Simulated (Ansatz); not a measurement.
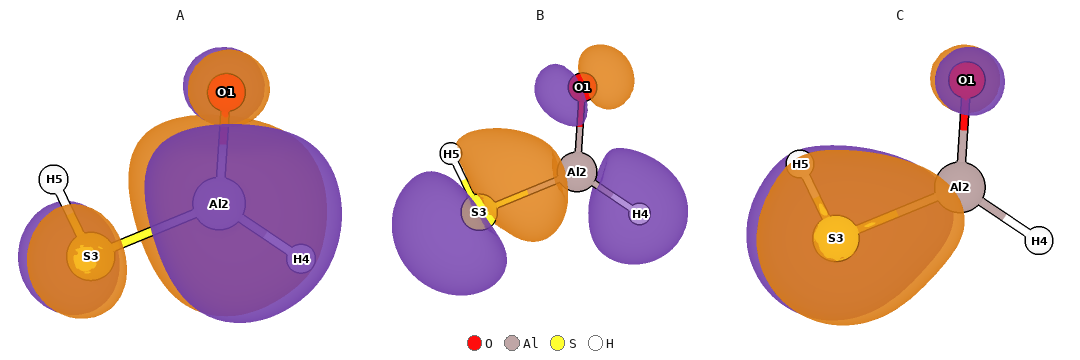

AlH2OS (doublet). Three frontier orbitals at ±0.08 Å⁻³ᐟ² (orange and purple are the two phases), in no order.

All numbers below come from Ansatz, UKS B3LYP-D4/cc-pVDZ.

Input

```
crystal:
  periodic: [false, false, false]
  atoms:
    - { symbol: O, position_ang: [-0.65842, -0.95029, 1.2973] }
    - { symbol: Al, position_ang: [-0.73758, -0.34175, -0.17758] }
    - { symbol: S, position_ang: [1.48686, 0.17201, -0.31071] }
    - { symbol: H, position_ang: [-1.46067, 0.03037, -1.45398] }
    - { symbol: H, position_ang: [1.36982, 1.08966, 0.64496] }
magnetization:
  spin_polarized: true
  initial_magnetization: 1
basis:
  gaussian: { orbitals: cc-pVDZ }
hamiltonian:
  xc: b3lyp
  dispersion: d4
relax:
  f_tol: 0.02
  max_steps: 50
output:
  orbitals: {}
```

Command:

```sh
ansatz run input.yaml --threads 1 --pin off --max-ram 2048MiB --backend cpu --events-out ev --progress --plain --runs-dir out
```

The fields are those of the run's last geometry, not of the input's.

Question: Order the three orbitals by energy and name them. All are α orbitals.

Answer: B is the HOMO−1 (α) (−8.76 eV). Its weight (Hirshfeld) is mainly on S3 (about 60 %), Al2 (about 15 %), H4 (about 15 %) and O1 (about 10 %); it is symmetric in the molecular plane (an in-plane orbital: σ, lone-pair or in-plane π type). C is the HOMO (α) (−7.64 eV). Its weight (Hirshfeld) is mainly on S3 (about 80 %); it changes sign across the molecular plane (π type). A is the LUMO (α) (−1.06 eV). It lies mainly on Al2 (about 75 %), S3 (about 10 %), O1 (about 10 %) and H4 (about 5 %); it changes sign across the molecular plane (π type).

Question: What is the gap between the highest occupied and lowest empty α orbitals?

Answer: 6.58 eV between the orbital energies.
